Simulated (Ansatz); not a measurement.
# AlNH₃ClF₂: geometry relaxation

- system: AlNH₃ClF₂
- method: RHF/def2-SVP (Ansatz 0.2.0)

The input holds or restrains some coordinates. It belongs to a series of runs on one base structure; here: pulled along the bonds that form and break, towards end B. Figures and captions count atoms from 1; the log counts them from 0 in places.

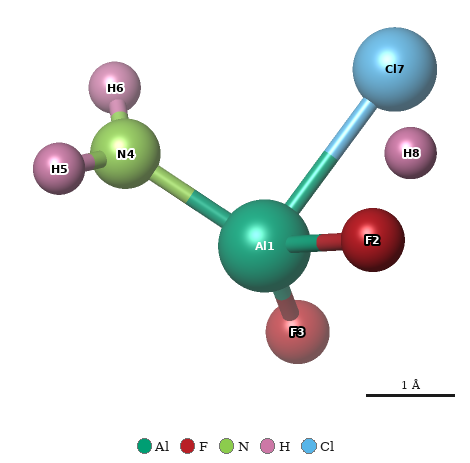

**Figure 1.** The starting structure (ball-and-stick view, seen at a tilt; atoms are numbered from 1 in the order of the input). Sticks mark near contacts. Bond lengths as drawn: Al–Cl 2.53 Å, Al–F 1.69 to 2.04 Å, Al–N 1.92 Å and H–N 1.06 Å.

### Input
```yaml
crystal:
  periodic: [false, false, false]
  atoms:
    - { symbol: Al, position_ang: [0.0, 0.0, 0.0] }
    - { symbol: F, position_ang: [0.0, 0.0, 2.04] }
    - { symbol: F, position_ang: [1.4635, 0.0, -0.845] }
    - { symbol: "N", position_ang: [-1.6627, 0.0, -0.96] }
    - { symbol: H, position_ang: [-2.3316, -0.8164, -0.8614] }
    - { symbol: H, position_ang: [-1.9118, 0.8164, -1.5886] }
    - { symbol: Cl, position_ang: [-0.3164, 2.38, 0.7978] }
    - { symbol: H, position_ang: [-0.1586, 1.1928, 1.9224] }
basis:
  gaussian: { orbitals: def2-SVP }
hamiltonian:
  xc: hf
relax:
  f_tol: 0.15
  max_steps: 25
  restrain:
    - { distance: [0, 6], at: 2.23, k: 30.0 }
    - { distance: [7, 1], at: 0.92, k: 30.0 }
    - { distance: [0, 1], at: 2.89, k: 30.0 }
    - { distance: [7, 6], at: 2.57, k: 30.0 }
output:
  orbitals: {}
```

Run on 1 thread of Arm Neoverse V2, 24 GiB of memory available, shared host.

Command:
```bash
ansatz run input.yaml --threads 1 --pin off --max-ram 2048MiB --backend cpu --events-out ev --progress --plain --runs-dir out
```

### Output
```
The last accepted step is kept in [file] (removed where the run ends without a failure and the disk answers)
Engine: ansatz 0.2.0, aarch64-unknown-linux-gnu
Functional definition: HF
  exchange = exact_x
  correlation = 0
943 factors; integrals over basis functions are off by at most 3.9e-4 eV
mean field evaluation 1: about -26015.2934 eV, gradient 4.4e1 eV
mean field evaluation 2: about -26015.3364 eV, gradient 4.4e1 eV
mean field evaluation 4: about -26019.1605 eV, gradient 2.3e0 eV
mean field evaluation 8: about -26019.1900 eV, gradient 1.7e-1 eV
mean field -26019.19011619 eV, -956.1876003294 hartree, gradient 5.9e-5 eV, S^2 0.000000; 0 other end points of the search recorded, 0 dependent functions left out
the calculation of the forces begins
reference -26019.19011619 eV, -956.1876003294 hartree; 29, 29 occupied and 64, 64 virtual orbitals, 943 factors
relax step   1: F+E_penalty+E_count = -26019.19011619 eV  Δ(F+E_penalty+E_count) = +0.000e0 eV  max|allowed force component| = 2.636e0 eV/Å  E_restraint = 26.33389341 eV  max|allowed force component, restraints' pulls added| = 2.931e1 eV/Å  Δτ_max = 0.0000 Å  (37 SCF iters, accepted)
  distance Al 0 - Cl 6 = 2.5300 Å
  distance H 7 - F 1 = 1.2090 Å
  distance Al 0 - F 1 = 2.0400 Å
  distance H 7 - Cl 6 = 1.6429 Å
these checks for a lower state are left out or cut short: starts, cluster_reference, orbital_swaps, neighbouring_geometries, increment
943 factors; integrals over basis functions are off by at most 4.6e-4 eV
mean field evaluation 16: about -26019.6862 eV, gradient 4.3e-3 eV
mean field -26019.68622337 eV, -956.2058319321 hartree, gradient 6.1e-5 eV, S^2 0.000000; 0 other end points of the search recorded, 0 dependent functions left out
[... from here on the field's lines of each further geometry are left out, up to the last ...]
relax step   2: F+E_penalty+E_count = -26019.68622337 eV  Δ(F+E_penalty+E_count) = -4.961e-1 eV  max|allowed force component| = 3.460e0 eV/Å  E_restraint = 11.11058951 eV  max|allowed force component, restraints' pulls added| = 1.953e1 eV/Å  Δτ_max = 0.1978 Å  (33 SCF iters, accepted)
relax step   3: F+E_penalty+E_count = -26020.32545309 eV  Δ(F+E_penalty+E_count) = -6.392e-1 eV  max|allowed force component| = 2.925e0 eV/Å  E_restraint = 2.85069206 eV  max|allowed force component, restraints' pulls added| = 8.657e0 eV/Å  Δτ_max = 0.1948 Å  (33 SCF iters, accepted)
relax step   4: F+E_penalty+E_count = -26020.72835736 eV  Δ(F+E_penalty+E_count) = -4.029e-1 eV  max|allowed force component| = 1.611e0 eV/Å  E_restraint = 0.08581894 eV  max|allowed force component, restraints' pulls added| = 1.521e0 eV/Å  Δτ_max = 0.1944 Å  (33 SCF iters, accepted)
relax step   5: F+E_penalty+E_count = -26020.85603871 eV  Δ(F+E_penalty+E_count) = -1.277e-1 eV  max|allowed force component| = 3.069e0 eV/Å  E_restraint = 0.03890876 eV  max|allowed force component, restraints' pulls added| = 4.306e0 eV/Å  Δτ_max = 0.1924 Å  (33 SCF iters, accepted)
relax step   6: F+E_penalty+E_count = -26020.94998678 eV  Δ(F+E_penalty+E_count) = -9.395e-2 eV  max|allowed force component| = 2.922e0 eV/Å  E_restraint = 0.05028744 eV  max|allowed force component, restraints' pulls added| = 4.146e0 eV/Å  Δτ_max = 0.1947 Å  (32 SCF iters, accepted)
relax step   7: F+E_penalty+E_count = -26021.19159007 eV  Δ(F+E_penalty+E_count) = -2.416e-1 eV  max|allowed force component| = 9.312e-1 eV/Å  E_restraint = 0.02288145 eV  max|allowed force component, restraints' pulls added| = 3.581e-1 eV/Å  Δτ_max = 0.2000 Å  (32 SCF iters, accepted)
relax step   8: F+E_penalty+E_count = -26021.26816882 eV  Δ(F+E_penalty+E_count) = -7.658e-2 eV  max|allowed force component| = 9.902e-1 eV/Å  E_restraint = 0.02272945 eV  max|allowed force component, restraints' pulls added| = 4.837e-1 eV/Å  Δτ_max = 0.1997 Å  (33 SCF iters, accepted)
relax step   9: F+E_penalty+E_count = -26021.30156741 eV  Δ(F+E_penalty+E_count) = -3.340e-2 eV  max|allowed force component| = 1.017e0 eV/Å  E_restraint = 0.02319864 eV  max|allowed force component, restraints' pulls added| = 2.805e-1 eV/Å  Δτ_max = 0.2000 Å  (33 SCF iters, accepted)
the calculation of the forces begins
reference -26021.30364639 eV, -956.2652711317 hartree; 29, 29 occupied and 64, 64 virtual orbitals, 944 factors
relax step  10: F+E_penalty+E_count = -26021.30364639 eV  Δ(F+E_penalty+E_count) = -2.079e-3 eV  max|allowed force component| = 1.011e0 eV/Å  E_restraint = 0.02350171 eV  max|allowed force component, restraints' pulls added| = 1.112e-2 eV/Å  Δτ_max = 0.0086 Å  (26 SCF iters, accepted)
```

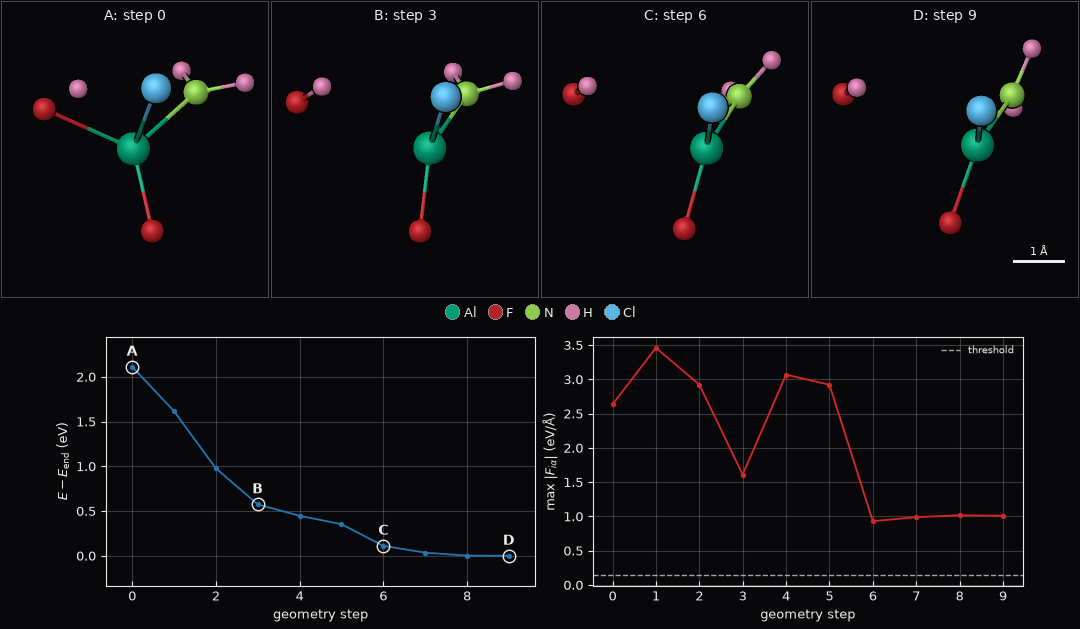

**Figure 2.** Frames of the restrained relaxation (ball-and-stick view, seen at an oblique angle) above the curves, on which the letters mark them (the first geometry is step 0 here and step 1 in the log).

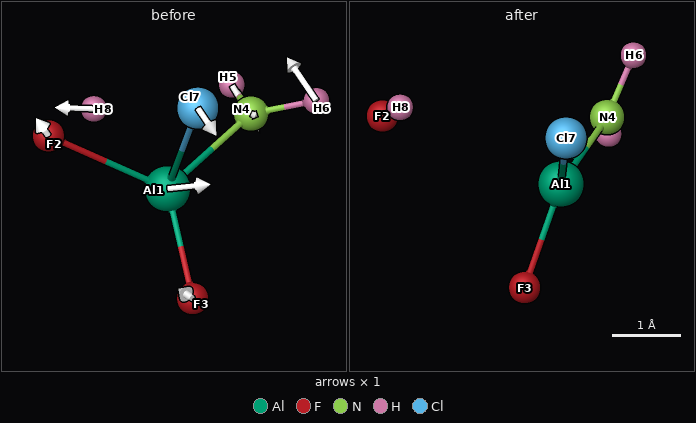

**Figure 3.** Before (left) and after (right) the restrained relaxation, at one scale (ball-and-stick view, seen at an oblique angle). The white arrows give the displacements, at true length. The energy falls by 2.114 eV in 9 geometry steps. The largest force component goes from 2.6 to 1 eV/Å. The atom that moves furthest after the best rigid fit is H6 (0.87 Å). Largest moves by element: H 0.87 Å, Al 0.73 Å, Cl 0.56 Å, F 0.40 Å, N 0.13 Å. Among the contacts that change: Al1–F2 2.040 → 2.881 Å, Al1–Cl7 2.530 → 2.192 Å, F2–H8 1.209 → 0.911 Å, Al1–N4 1.920 → 1.743 Å. New bonds form: F2–H8 (1.21 → 0.91 Å). Bonds break: Al1–F2 (2.04 → 2.88 Å). Among the angles that change: N4–Al1–Cl7 92.8° → 120.1°, F3–Al1–Cl7 105.4° → 116.7°, H5–N4–H6 120.0° → 110.3°. (Atoms are counted from 1 in the order of the input.)

```
  distance Al 0 - Cl 6 = 2.1925 Å
  distance H 7 - F 1 = 0.9114 Å
  distance Al 0 - F 1 = 2.8810 Å
  distance H 7 - Cl 6 = 2.5711 Å
944 factors; integrals over basis functions are off by at most 5.5e-4 eV
mean field -26021.30364639 eV, -956.2652711317 hartree, gradient 2.3e-5 eV, S^2 0.000000; 1 other end points of the search recorded, 0 dependent functions left out
the calculation of the forces begins
reference -26021.30364639 eV, -956.2652711317 hartree; 29, 29 occupied and 64, 64 virtual orbitals, 944 factors
Total energy: -26021.30364639 eV, -956.2652711317 hartree
Atom 0 at    -0.124904     0.541008    -0.466578 Å, force     0.104036     0.982617     0.724796 eV/Å
Atom 1 at    -0.139468     0.123516     2.383927 Å, force     0.047320     0.297794    -0.239638 eV/Å
Atom 2 at     1.260232    -0.315017    -0.679041 Å, force    -0.006709     0.005124    -0.000510 eV/Å
Atom 3 at    -1.664123     0.012964    -1.090298 Å, force     0.000494    -0.005166    -0.006462 eV/Å
Atom 4 at    -1.829410    -0.873547    -1.526717 Å, force     0.005970    -0.008412    -0.000796 eV/Å
Atom 5 at    -2.517027     0.534366    -1.029893 Å, force    -0.004225     0.011123     0.006359 eV/Å
Atom 6 at     0.074278     2.535790     0.421137 Å, force    -0.099216    -1.011176    -0.476280 eV/Å
Atom 7 at     0.022822     1.013719     2.492663 Å, force    -0.047671    -0.271905    -0.007470 eV/Å
Dipole moment:    -0.486219     0.035490    -0.088850 e Å
```

### Trajectory as extended XYZ (Å, eV, eV/Å), 10 frames, from step=1 to step=10
```
8
Properties=species:S:1:pos:R:3:forces:R:3 step=1 energy=-26019.19012
Al    0.0000    0.0000    0.0000   -2.0172   2.6362  -0.9300
F     0.0000    0.0000    2.0400   -0.0603   1.0776  -2.4924
F     1.4635    0.0000   -0.8450   -1.1030  -0.5352   1.3434
N    -1.6627    0.0000   -0.9600    1.1557  -1.3267   1.2350
H    -2.3316   -0.8164   -0.8614    1.1572   2.3550  -0.8137
H    -1.9118    0.8164   -1.5886    0.2682  -2.1906   1.4951
Cl   -0.3164    2.3800    0.7978    0.5598  -1.3593   0.7994
H    -0.1586    1.1928    1.9224    0.0396  -0.6570  -0.6368
8
Properties=species:S:1:pos:R:3:forces:R:3 step=2 energy=-26019.68622
Al   -0.0323    0.1170   -0.1269   -1.4582   3.0029  -0.6620
F    -0.0012    0.0078    2.1887   -0.4495   3.4604  -2.0415
F     1.4693   -0.0073   -0.8450   -0.7560  -0.5043   0.9517
N    -1.6610   -0.0081   -0.9623    0.9278  -1.0232   0.7421
H    -2.3232   -0.7980   -0.8684    0.7112   1.5542  -0.6774
H    -1.9132    0.7939   -1.5756   -0.0287  -1.5525   1.0603
Cl   -0.3166    2.4221    0.6417    0.6376  -1.7320   0.0558
H    -0.1395    1.0455    2.0529    0.4158  -3.2054   0.5711
8
Properties=species:S:1:pos:R:3:forces:R:3 step=3 energy=-26020.32545
Al   -0.0584    0.2350   -0.2600   -0.5832   2.9249  -0.0344
F    -0.0021    0.0356    2.3151    0.2630  -2.0369  -0.6485
F     1.4675   -0.0157   -0.8384   -0.3647  -0.4604   0.5618
N    -1.6571   -0.0170   -0.9644    0.3502  -0.6584   0.0780
H    -2.3161   -0.7849   -0.8751    0.3237   0.8518  -0.5455
H    -1.9171    0.7761   -1.5643   -0.3450  -1.1076   0.7025
Cl   -0.3120    2.4373    0.5040    0.6473  -1.7077  -0.2320
H    -0.1223    0.9065    2.1884   -0.2914   2.1944   0.1181
8
Properties=species:S:1:pos:R:3:forces:R:3 step=4 energy=-26020.72836
Al   -0.0728    0.3820   -0.3864    0.2062   1.6109   0.3179
F     0.0076   -0.0227    2.4174    0.0000  -0.2190  -0.5998
F     1.4649   -0.0409   -0.8201   -0.4652  -0.1816   0.3728
N    -1.6513   -0.0332   -0.9899    0.4073  -0.1806  -0.0952
H    -2.3048   -0.7819   -0.8850   -0.0030   0.1394  -0.3409
H    -1.9592    0.7476   -1.5553   -0.6464  -0.5350   0.2243
Cl   -0.2836    2.4519    0.3829    0.5391  -1.0726  -0.1025
H    -0.1184    0.8701    2.3416   -0.0379   0.4384   0.2233
8
Properties=species:S:1:pos:R:3:forces:R:3 step=5 energy=-26020.85604
Al   -0.0917    0.5082   -0.5241    0.3188   0.6255   1.3094
F    -0.0182   -0.0112    2.3063   -0.3275   3.0509   0.4733
F     1.4351   -0.0971   -0.7290   -0.5283   0.0980  -0.0412
N    -1.6444   -0.0841   -1.0854    0.1681   1.3810  -0.5354
H    -2.2509   -0.8594   -0.9169    0.1123  -0.0498  -0.1253
H    -2.1276    0.7013   -1.5370   -0.1357  -1.0459   0.4453
Cl   -0.1231    2.4893    0.4669    0.0886  -0.9905  -0.7262
H    -0.0967    0.9258    2.5244    0.3037  -3.0692  -0.7998
8
Properties=species:S:1:pos:R:3:forces:R:3 step=6 energy=-26020.94999
Al   -0.0924    0.4555   -0.4653    0.1690   0.8069   0.4517
F    -0.1731    0.0349    2.3894    0.7560   2.9162   0.1012
F     1.4341   -0.0878   -0.7963   -0.4413  -0.0931   0.2309
N    -1.6375   -0.0750   -1.1060   -0.0418   0.2817   0.0884
H    -2.1901   -0.9235   -1.0905    0.4295   0.6160  -0.1597
H    -2.1725    0.7463   -1.3750   -0.2550  -0.7614   0.1362
Cl   -0.1200    2.4564    0.4281    0.1142  -0.8440  -0.4086
H     0.0339    0.9661    2.5207   -0.7306  -2.9223  -0.4401
8
Properties=species:S:1:pos:R:3:forces:R:3 step=7 energy=-26021.19159
Al   -0.0829    0.4943   -0.4869    0.3716   0.9023   0.7012
F    -0.1575    0.0605    2.3581    0.0640   0.1227  -0.2707
F     1.4049   -0.1662   -0.7546   -0.3268  -0.0356   0.1098
N    -1.6370   -0.0382   -1.0639   -0.2555   0.1219  -0.0796
H    -2.0694   -0.9341   -1.2096    0.2868   0.2302  -0.0448
H    -2.2971    0.7065   -1.2237   -0.1245  -0.3032   0.0747
Cl   -0.0375    2.4952    0.4126    0.0227  -0.9312  -0.4873
H    -0.0410    0.9549    2.4732   -0.0383  -0.1071  -0.0034
8
Properties=species:S:1:pos:R:3:forces:R:3 step=8 energy=-26021.26817
Al   -0.0977    0.5146   -0.4831    0.5322   0.8542   0.7455
F    -0.1104    0.0838    2.3640   -0.0102   0.1310  -0.2733
F     1.3477   -0.2530   -0.7033   -0.3394   0.0949   0.0546
N    -1.6461   -0.0132   -1.0686   -0.3695   0.1031  -0.1016
H    -1.9586   -0.9176   -1.3749    0.1534   0.1963   0.0247
H    -2.4003    0.6550   -1.1014    0.0541  -0.2933   0.0164
Cl    0.0042    2.5182    0.4054   -0.0372  -0.9902  -0.4840
H    -0.0565    0.9851    2.4670    0.0164  -0.0960   0.0177
8
Properties=species:S:1:pos:R:3:forces:R:3 step=9 energy=-26021.30157
Al   -0.1264    0.5369   -0.4638    0.2079   0.9109   0.6692
F    -0.1343    0.1243    2.3879    0.0317   0.2508  -0.2487
F     1.2672   -0.3129   -0.6806   -0.1465   0.0717   0.0247
N    -1.6662    0.0111   -1.0926    0.2805   0.0218   0.0773
H    -1.8377   -0.8711   -1.5272   -0.0022  -0.1743  -0.0783
H    -2.5113    0.5356   -1.0350   -0.2320   0.1628   0.0293
Cl    0.0716    2.5334    0.4212   -0.1059  -1.0173  -0.4720
H     0.0194    1.0156    2.4951   -0.0336  -0.2265  -0.0017
8
Properties=species:S:1:pos:R:3:forces:R:3 step=10 energy=-26021.30365
Al   -0.1249    0.5410   -0.4666    0.1040   0.9826   0.7248
F    -0.1395    0.1235    2.3839    0.0473   0.2978  -0.2396
F     1.2602   -0.3150   -0.6790   -0.0067   0.0051  -0.0005
N    -1.6641    0.0130   -1.0903    0.0005  -0.0052  -0.0065
H    -1.8294   -0.8735   -1.5267    0.0060  -0.0084  -0.0008
H    -2.5170    0.5344   -1.0299   -0.0042   0.0111   0.0064
Cl    0.0743    2.5358    0.4211   -0.0992  -1.0112  -0.4763
H     0.0228    1.0137    2.4927   -0.0477  -0.2719  -0.0075
```

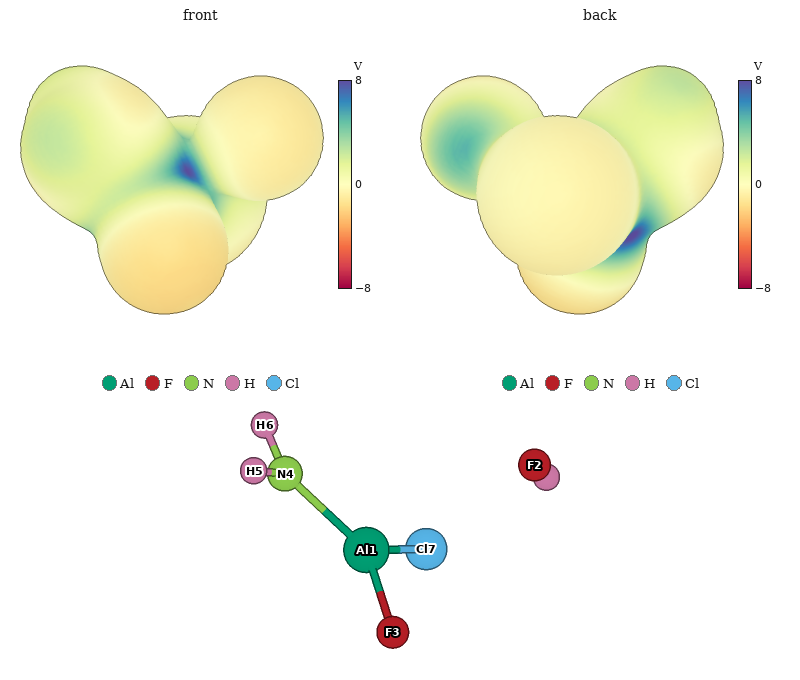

**Figure 4.** The molecular electrostatic potential painted on the density surface at 0.004 e/bohr³, seen at a tilt and from behind; the colour scale runs from red (negative) to blue (positive). The bare structure is drawn below in the same view.

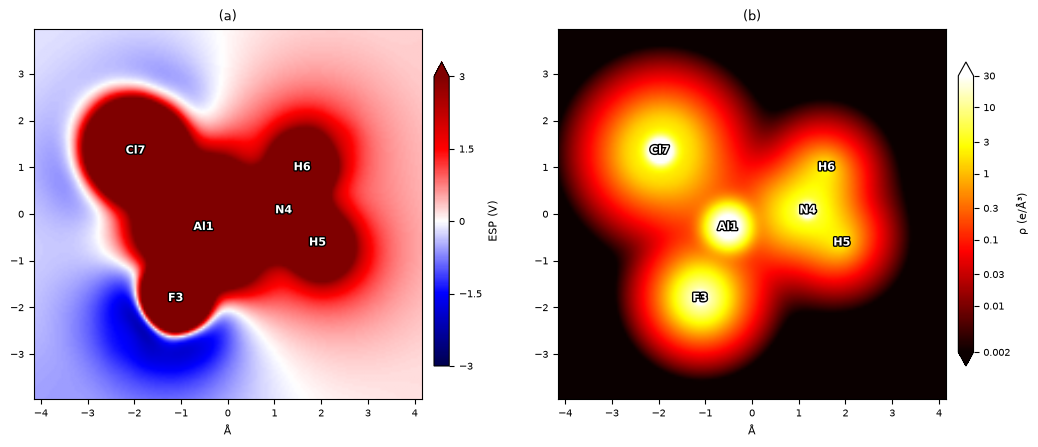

**Figure 5.** (a) molecular electrostatic potential; (b) electron density on the plane of atoms H5, N4 and H6. The section cuts through Al, F, N, H and Cl sites. Al–F (1.64 Å): ρ is about 0.84 e/Å³ halfway. Al–N (1.74 Å): ρ is about 0.9 e/Å³ halfway. Al–Cl (2.19 Å): ρ at the midpoint is about 0.62 e/Å³. N–H (1.00 Å): ρ at the midpoint is about 2.8 e/Å³, with its minimum of 2.3 e/Å³ about 0.8 Å from N.

### Summary

```json
{"quantity": "outcome", "value": "converged under the restraints of the input"}
{"quantity": "total energy", "value": "−26021.3036 eV"}
{"quantity": "mean-field energy", "value": "−26021.3036 eV"}
{"quantity": "largest force (length of the vector) at the end, held atoms and coordinates included", "value": "1.225 eV/Å"}
{"quantity": "wall time", "value": "19 s"}
{"quantity": "peak memory", "value": "0.17 GiB"}
```
